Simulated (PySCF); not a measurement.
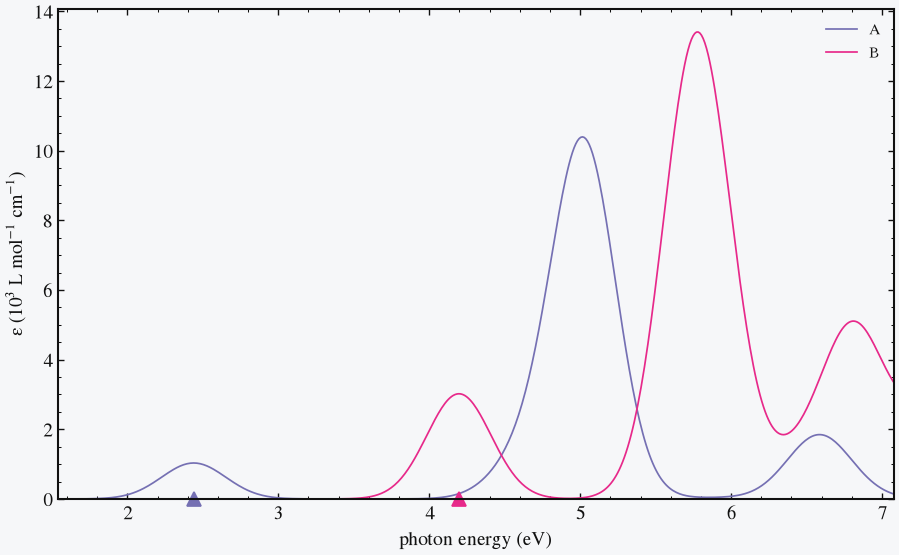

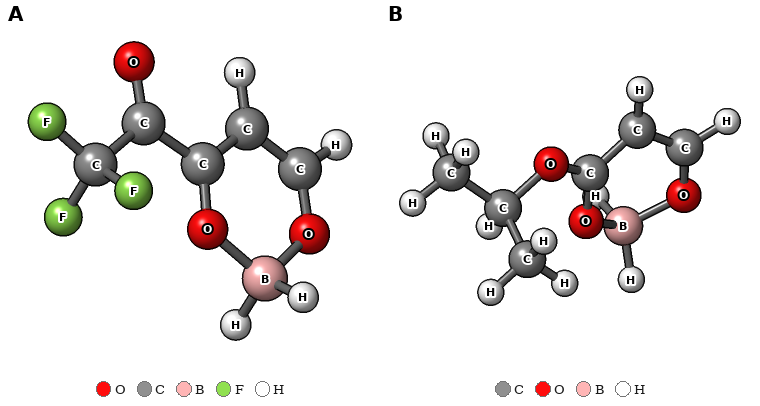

Related molecules: A is C₅H₄BF₃O₃, SMILES O=C(C1=[O+][BH2-]OC=C1)C(F)(F)F; B is C₆H₁₁BO₃, SMILES CC(C)OC1=[O+][BH2-]OC=C1. Vertical TDDFT absorption, PBE0/def2-SVPD, PySCF, at a PBE0-D3(BJ)/def2-SVP geometry (no frequency check); Gaussians of 1/e half-width 0.30 eV, triangles mark S1, and the range ends where the computed states of one molecule run out.

**How does the lowest singlet move?**

A: 2.44 eV (f = 0.019, mainly HOMO → LUMO (99 %)); B: 4.20 eV (f = 0.056, mainly HOMO → LUMO (96 %)). From A to B it shifts 1.76 eV to the blue.

**And the brightest state of each within the range drawn?**

A: S5 at 5.02 eV, f = 0.19; B: S2 at 5.73 eV, f = 0.17.

Caveats, for all or some of the runs: core orbitals are frozen in the response; one conformer of a flexible molecule; states above the negative HOMO energy depend on the basis.
